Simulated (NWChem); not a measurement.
# Si2H5O (SMILES O[SiH][SiH3]): UB3LYP/def2-SVP

Aim: a structure relaxation of Si2H5O. 

The results are computed with NWChem 7.3.0.

## (1) Starting point

Si2H5O: 8 atoms, total charge 0, spin state doublet. SMILES: `O[SiH][SiH3]`. The coordinates come from a PBE0-D4/def2-TZVP relaxation. This is one conformer, not always the lowest. The run starts from this shape.

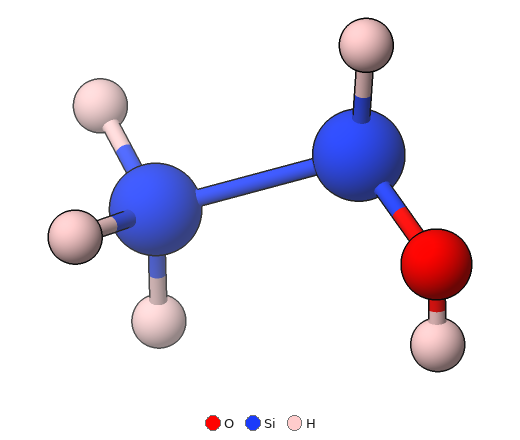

The structure, seen from a chosen angle (oxygen red, silicon blue, hydrogen pink).

## (2) A structure relaxation at UB3LYP/def2-SVP

File input.nw:

```
start input
title "H5OSi2 optimise"
memory total 2200 mb

geometry units angstroms
 O       -0.929000       0.938400      -1.717100
 Si       0.090400       1.134000      -0.425000
 Si       0.314200      -0.774200       0.917600
 H       -1.805900       0.598400      -1.530300
 H        1.378700       1.582300      -1.024400
 H        1.190000      -0.426800       2.069000
 H        0.883900      -1.960400       0.216700
 H       -1.030200      -1.148700       1.437600
end

basis spherical bse
 * library def2-SVP
end

dft
 xc b3lyp
 mult 2
 grid fine
 convergence energy 1e-07
 maxiter 100
 mulliken
 print low
end

driver
 maxiter 60
end

freq
 temp 2 298.15 500
end

task dft optimize
task dft frequencies
```

The run is started by

```sh
$ nwchem input.nw > input.out
```

Log:

```text
Northwest Computational Chemistry Package (NWChem) 7.3.0
             --------------------------------------------------------

           Job information
           ---------------

    nwchem branch   = 7.3.0
    use scalapack   = T
    input           = input.nw
    prefix          = input.
    data base       = ./input.db
    status          = startup
    nproc           =        1

           Memory information
           ------------------

    heap     =     72089594 doubles =      550.0 Mbytes
    stack    =     72089599 doubles =      550.0 Mbytes
    global   =    144179200 doubles =     1100.0 Mbytes (distinct from heap & stack)
    total    =    288358393 doubles =     2200.0 Mbytes
    verify   = yes
    hardfail = no

           Directory information
           ---------------------

  0 permanent = .
  0 scratch   = .

                                NWChem Input Module
                                -------------------

                                  H5OSi2 optimise
                                  ---------------

 Scaling coordinates for geometry "geometry" by  1.889725989
 (inverse scale =  0.529177249)

 C1  symmetry detected

          ------
          auto-z
          ------
  no constraints, skipping    0.0000000000000000
  no constraints, skipping    0.0000000000000000

                             Geometry "geometry" -> ""
                             -------------------------

 Output coordinates in angstroms (scale by  1.889725989 to convert to a.u.)

  No.       Tag          Charge          X              Y              Z
 ---- ---------------- ---------- -------------- -------------- --------------
    1 O                    8.0000    -0.63144163    -1.82836068     0.07360634
    2 Si                  14.0000     0.57662477    -0.70527041    -0.08826386
    3 Si                  14.0000    -0.16042503     1.51746632     0.01217237
[... 4 lines of this table left out ...]
    8 H                    1.0000    -1.15089335     1.73852279    -1.07785889

      Atomic Mass
      -----------

      O                 15.994910
      Si                27.976930
      H                  1.007825

 Effective nuclear repulsion energy (a.u.)     142.9484897773

            Nuclear Dipole moment (a.u.)
            ----------------------------
        X                 Y               Z
 ---------------- ---------------- ----------------
    -0.0000000000     0.0000000000     0.0000000000

                                Z-matrix (autoz)
                                --------

 Units are Angstrom for bonds and degrees for angles

      Type          Name      I     J     K     L     M      Value
      ----------- --------  ----- ----- ----- ----- ----- ----------
    1 Stretch                  1     2                       1.65739
    2 Stretch                  1     4                       0.95888
    3 Stretch                  2     3                       2.34390
    4 Stretch                  2     5                       1.48996
    5 Stretch                  3     6                       1.48776
    6 Stretch                  3     7                       1.49094
    7 Stretch                  3     8                       1.48932
    8 Bend                     1     2     3               114.15493
    9 Bend                     1     2     5               104.69650
   10 Bend                     2     1     4               116.90097
   11 Bend                     2     3     6               108.02367
   12 Bend                     2     3     7               114.51416
   13 Bend                     2     3     8               108.57348
   14 Bend                     3     2     5               113.13057
   15 Bend                     6     3     7               108.94531
   16 Bend                     6     3     8               108.65637
   17 Bend                     7     3     8               107.99936
   18 Torsion                  1     2     3     6        -176.84750
   19 Torsion                  1     2     3     7          61.57684
   20 Torsion                  1     2     3     8         -59.18797
   21 Torsion                  3     2     1     4          52.25729
   22 Torsion                  4     1     2     5         176.50075
   23 Torsion                  5     2     3     6          63.55383
   24 Torsion                  5     2     3     7         -58.02183
   25 Torsion                  5     2     3     8        -178.78664

            XYZ format geometry
            -------------------
     8
 geometry
 O                    -0.63144163    -1.82836068     0.07360634
 Si                    0.57662477    -0.70527041    -0.08826386
 Si                   -0.16042503     1.51746632     0.01217237
[... 4 lines of this table left out ...]
 H                    -1.15089335     1.73852279    -1.07785889

 ==============================================================================
                                internuclear distances
[... 175 lines left out ...]
         Total DFT energy =     -656.991533165329
[... 74 lines left out ...]
@ ---- ---------------- -------- -------- -------- -------- -------- --------
[... 71 lines left out ...]
           Coulomb energy =      444.915917284191
[... 98 lines left out ...]
            Nuclear Dipole moment (a.u.)
[... 53 lines left out ...]
    Exchange-Corr. energy =      -52.309711351480
[... 142 lines left out ...]
      One electron energy =    -1190.860504592103
[... 63 lines left out ...]
 new step= 1.00                   predicted energy=   -656.992056
[... 124 lines left out ...]
   convergence    iter        energy       DeltaE   RMS-Dens  Diis-err    time
[... 11 lines left out ...]
 Nuclear repulsion energy =      141.660820982128
[... 147 lines left out ...]
         Total DFT energy =     -656.992090462677
[... 75 lines left out ...]
@    3    -656.99209046 -3.4D-05  0.00064  0.00023  0.00762  0.01486     68.9
[... 69 lines left out ...]
    Exchange-Corr. energy =      -52.304892050944
[... 140 lines left out ...]
   convergence    iter        energy       DeltaE   RMS-Dens  Diis-err    time
[... 12 lines left out ...]
 Nuclear repulsion energy =      141.561983346436
[... 144 lines left out ...]
           Coulomb energy =      444.215235441810
[... 98 lines left out ...]
            Nuclear Dipole moment (a.u.)
[... 97 lines left out ...]
         Total DFT energy =     -656.992103128576
[... 63 lines left out ...]
     step= 1.00 grad=-3.9D-06 hess= 1.2D-06 energy=   -656.992103 mode=accept
[... 64 lines left out ...]
@    6    -656.99210313 -2.7D-06  0.00026  0.00008  0.00322  0.00910     98.5
[... 72 lines left out ...]
    Exchange-Corr. energy =      -52.305790857706
[... 108 lines left out ...]
  The DFT is already converged
[... 87 lines left out ...]
      One electron energy =    -1190.400622060459
[... 63 lines left out ...]
 new step= 1.00                   predicted energy=   -656.992107
[... 121 lines left out ...]
   convergence    iter        energy       DeltaE   RMS-Dens  Diis-err    time
[... 12 lines left out ...]
 Nuclear repulsion energy =      141.536022295788
[... 105 lines left out ...]
         Total DFT energy =   -656.992108382185
[... 83 lines left out ...]
           Coulomb energy =      444.230370374008
[... 94 lines left out ...]
            Nuclear Dipole moment (a.u.)
[... 94 lines left out ...]
         Total DFT energy =     -656.992109504755
[... 63 lines left out ...]
     step= 1.00 grad=-4.9D-07 hess= 6.2D-08 energy=   -656.992110 mode=accept
[... 60 lines left out ...]
@   11    -656.99210950 -4.3D-07  0.00010  0.00003  0.00113  0.00347    140.1
[... 68 lines left out ...]
    Exchange-Corr. energy =      -52.305934273184
[... 103 lines left out ...]
  The DFT is already converged
[... 81 lines left out ...]
      One electron energy =    -1190.431840137752
[... 63 lines left out ...]
 new step= 1.00                   predicted energy=   -656.992110
[... 75 lines left out ...]
      Optimization converged
[... 157 lines left out ...]
         Total DFT energy =     -656.992107151018
[... 69 lines left out ...]
 stpr_wrt_fd_dipole: overwrite of existing file./input.fd_ddipole
[... 42 lines left out ...]
 d_dipole_x/<atom=   1,x> =    -0.8340     [   -4.0058]
[... 4 lines left out ...]
 d_dipole_x/<atom=   2,z> =     0.0538     [    0.2586]
[... 4 lines left out ...]
 d_dipole_x/<atom=   4,y> =     0.0541     [    0.2599]
[... 4 lines left out ...]
 d_dipole_x/<atom=   6,x> =    -0.2069     [   -0.9936]
[... 4 lines left out ...]
 d_dipole_x/<atom=   7,z> =     0.0294     [    0.1414]
[... 5 lines left out ...]
 d_dipole_y/<atom=   1,x> =    -0.5443     [   -2.6143]
[... 4 lines left out ...]
 d_dipole_y/<atom=   2,z> =    -0.1739     [   -0.8351]
[... 4 lines left out ...]
 d_dipole_y/<atom=   4,y> =     0.3430     [    1.6473]
[... 4 lines left out ...]
 d_dipole_y/<atom=   6,x> =    -0.0221     [   -0.1060]
[... 4 lines left out ...]
 d_dipole_y/<atom=   7,z> =    -0.0190     [   -0.0911]
[... 5 lines left out ...]
 d_dipole_z/<atom=   1,x> =    -0.0096     [   -0.0462]
[... 4 lines left out ...]
 d_dipole_z/<atom=   2,z> =     0.3963     [    1.9035]
[... 4 lines left out ...]
 d_dipole_z/<atom=   4,y> =     0.0649     [    0.3118]
[... 4 lines left out ...]
 d_dipole_z/<atom=   6,x> =     0.0090     [    0.0433]
[... 4 lines left out ...]
 d_dipole_z/<atom=   7,z> =    -0.2260     [   -1.0854]
[... 91 lines left out ...]
 Normal Eigenvalue ||         Derivative Dipole Moments (debye/angs)
[... 20 lines left out ...]
        Vibrational analysis via the FX method
  --- with translations and rotations projected out ---
  --- via the Eckart algorithm                      ---
 Projected Nuclear Hessian trans-rot subspace norm:3.3176D-33
                         (should be close to zero!)

          --------------------------------------------------------
          MASS-WEIGHTED PROJECTED HESSIAN (Hartree/Bohr/Bohr/Kamu)
          --------------------------------------------------------

               1            2            3            4            5            6            7            8            9           10
   ----- ----- ----- ----- -----
    1    2.99932D+01
    2    6.70539D+00  8.90468D+00
    3    1.55391D+01 -2.62005D+00  1.51104D+01
    4   -7.65963D+00 -5.23829D+00  4.43219D-01  9.89651D+00
[... 19 lines of this table left out ...]
   24    1.53231D-01  5.34481D-02 -1.31060D-02 -4.06782D-02  3.42688D-02  1.26707D-01 -1.33337D+01  3.05020D+00 -1.88230D+01 -1.24120D-01

              11           12           13           14           15           16           17           18           19           20
   ----- ----- ----- ----- -----
   11    1.67680D+01
   12   -2.29853D+01  2.19939D+02
   13   -1.70116D+00 -1.00176D-01  8.48455D+01
   14   -6.43728D-01  4.60370D-01 -1.80951D+01  2.67036D+01
[... 9 lines of this table left out ...]
   24    7.54217D-02 -1.95817D-01  3.15102D-02 -5.06988D-01  4.59314D-01  7.33551D-01 -4.44835D-01  2.69055D+00 -7.83176D+00  2.52238D+00

              21           22           23           24
   ----- ----- ----- ----- -----
   21    1.38308D+02
   22    3.69674D+00  9.04237D+01
   23   -2.95493D+00 -1.71270D+01  2.15850D+01
   24   -8.04379D+00  7.70465D+01 -1.81102D+01  1.03648D+02

 center of mass
 --------------
 x =   0.01783263 y =  -0.08696291 z =  -0.01594223

 moments of inertia (a.u.)
 ------------------
         555.216742816401          -2.384231296147           1.458670537672
          -2.384231296147         103.979874135194           2.065238121902
           1.458670537672           2.065238121902         625.972862307374

 Rotational Constants
 --------------------
 A=   0.579076 cm-1  (  0.833142 K)
 B=   0.108430 cm-1  (  0.156003 K)
 C=   0.096165 cm-1  (  0.138357 K)

 Temperature                      =   298.15K
 frequency scaling parameter      =   1.0000

 Zero-Point correction to Energy  =   29.130 kcal/mol  (  0.046422 au)
 Thermal correction to Energy     =   32.879 kcal/mol  (  0.052397 au)
 Thermal correction to Enthalpy   =   33.472 kcal/mol  (  0.053340 au)

 Total Entropy                    =   75.457 cal/mol-K
   - Translational                =   38.921 cal/mol-K (mol. weight =  76.9879)
   - Rotational                   =   25.083 cal/mol-K (symmetry #  =        1)
   - Vibrational                  =   11.453 cal/mol-K

 Cv (constant volume heat capacity) =   19.888 cal/mol-K
   - Translational                  =    2.979 cal/mol-K
   - Rotational                     =    2.979 cal/mol-K
   - Vibrational                    =   13.929 cal/mol-K

 Temperature                      =   500.00K
 frequency scaling parameter      =   1.0000

 Zero-Point correction to Energy  =   29.130 kcal/mol  (  0.046422 au)
 Thermal correction to Energy     =   37.604 kcal/mol  (  0.059926 au)
 Thermal correction to Enthalpy   =   38.597 kcal/mol  (  0.061509 au)

 Total Entropy                    =   88.443 cal/mol-K
   - Translational                =   41.488 cal/mol-K (mol. weight =  76.9879)
   - Rotational                   =   26.623 cal/mol-K (symmetry #  =        1)
   - Vibrational                  =   20.331 cal/mol-K

 Cv (constant volume heat capacity) =   26.295 cal/mol-K
   - Translational                  =    2.979 cal/mol-K
   - Rotational                     =    2.979 cal/mol-K
   - Vibrational                    =   20.336 cal/mol-K

          -------------------------------------------------
          NORMAL MODE EIGENVECTORS IN CARTESIAN COORDINATES
          -------------------------------------------------
             (Projected Frequencies expressed in cm-1)

                    1           2           3           4           5           6

 P.Frequency       -0.00       -0.00        0.00        0.00        0.00        0.00

           1     0.00722    -0.17341    -0.01312     0.02611     0.00235     0.02716
[... 22 lines of this table left out ...]
          24     0.14135    -0.00155    -0.15478     0.00783     0.19348    -0.00265

                    7           8           9          10          11          12

 P.Frequency      102.22      145.85      301.35      388.32      415.76      514.51

           1     0.02344     0.06352    -0.03625    -0.02338    -0.01732    -0.01000
[... 22 lines of this table left out ...]
          24    -0.28225     0.05532     0.09306     0.04259    -0.17971    -0.05527

                   13          14          15          16          17          18

 P.Frequency      622.59      755.44      834.53      879.26      893.12      935.77

           1    -0.01352     0.05703     0.07724    -0.11013     0.00173    -0.00425
[... 22 lines of this table left out ...]
          24     0.12574     0.01991     0.09198     0.01523     0.05998    -0.12201

                   19          20          21          22          23          24

 P.Frequency      945.85     2182.15     2189.15     2206.27     2215.47     3859.03

           1    -0.01230     0.00044    -0.00039    -0.00022     0.00036     0.04747
[... 22 lines of this table left out ...]
          24     0.48027     0.01833    -0.12654    -0.66401     0.22571     0.00070

 ----------------------------------------------------------------------------
 Normal Eigenvalue ||    Projected Derivative Dipole Moments (debye/angs)
  Mode   [cm**-1]  ||      [d/dqX]             [d/dqY]           [d/dqZ]
 ------ ---------- || ------------------ ------------------ -----------------
    1       -0.000 ||      -0.129              -0.037             0.086
    2       -0.000 ||       0.015               0.038            -0.002
    3        0.000 ||       0.131              -0.035            -0.104
[... 20 lines of this table left out ...]
   24     3859.034 ||      -1.257              -0.620            -0.694
 ----------------------------------------------------------------------------

 ----------------------------------------------------------------------------
 Normal Eigenvalue ||           Projected Infra Red Intensities
  Mode   [cm**-1]  || [atomic units] [(debye/angs)**2] [(KM/mol)] [arbitrary]
 ------ ---------- || -------------- ----------------- ---------- -----------
    1       -0.000 ||    0.001096           0.025         1.069       0.190
    2       -0.000 ||    0.000074           0.002         0.072       0.013
    3        0.000 ||    0.001267           0.029         1.235       0.220
[... 20 lines of this table left out ...]
   24     3859.034 ||    0.106039           2.446       103.372      18.415
 ----------------------------------------------------------------------------

 vib:animation  F

 Task  times  cpu:      226.6s     wall:      226.6s
 Total times  cpu:      382.3s     wall:      382.3s
```

Run time: 6.4 min. Hardware: 1 thread of Intel Xeon Platinum 8488C (Sapphire Rapids), shared host; peak memory 0.19 GiB.

Steps, from the record of the run:

```csv
step,energy from the first frame kept (eV)
0,0.0000
1,-0.0119
2,-0.0142
3,-0.0152
4,-0.0154
5,-0.0154
6,-0.0155
7,-0.0156
8,-0.0156
9,-0.0157
10,-0.0157
11,-0.0157
12,-0.0157
13,-0.0157
```

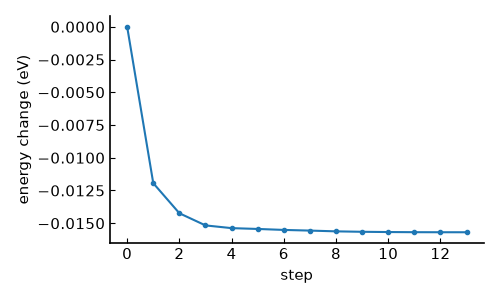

Energy along the run.

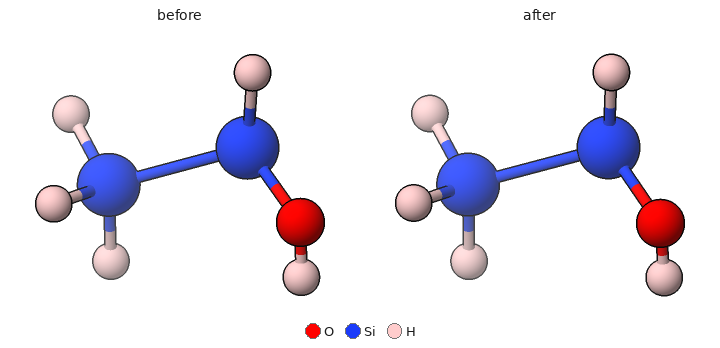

Before and after, at one scale.

After the run. Bond lengths: O1–Si2 1.683 Å, Si2–Si3 2.368 Å, O1–H4 0.965 Å, Si2–H5 1.496 Å, Si3–H6 1.494 Å, Si3–H7 1.497 Å, Si3–H8 1.495 Å. Angles: O1–Si2–Si3 113.4°, O1–Si2–H5 104.7°, Si3–Si2–H5 111.6°, Si2–O1–H4 116.3°, Si2–Si3–H6 108.3°, Si2–Si3–H7 114.0°, Si2–Si3–H8 109.2°, H6–Si3–H7 108.8°, H6–Si3–H8 108.6°, H7–Si3–H8 107.9°.

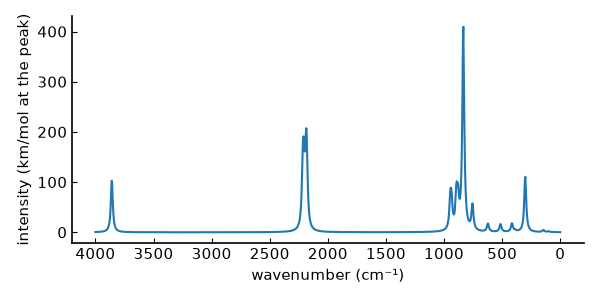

Harmonic infrared spectrum, unscaled, lines broadened by 10 cm⁻¹.

## (3) What came out

At UB3LYP/def2-SVP:

```
                   quantity          value
    total energy at the end  -656.99211 Eh
                       ⟨S²⟩          0.752
 lowest harmonic wavenumber       102 cm⁻¹
highest harmonic wavenumber      3859 cm⁻¹
          zero-point energy   121.9 kJ/mol
```

What this shows: At the final geometry: Bond lengths: O1–Si2 1.683 Å, Si2–Si3 2.368 Å, O1–H4 0.965 Å, Si2–H5 1.496 Å, Si3–H6 1.494 Å, Si3–H7 1.497 Å, Si3–H8 1.495 Å. Angles: O1–Si2–Si3 113.4°, O1–Si2–H5 104.7°, Si3–Si2–H5 111.6°, Si2–O1–H4 116.3°, Si2–Si3–H6 108.3°, Si2–Si3–H7 114.0°, Si2–Si3–H8 109.2°, H6–Si3–H7 108.8°, H6–Si3–H8 108.6°, H7–Si3–H8 107.9°. All 18 modes are real, so the shape is a minimum at this level. The optimisation took 14 steps and changed the energy by -0.016 eV. Mulliken charges run from -0.39 on O1 to +0.32 on Si2.
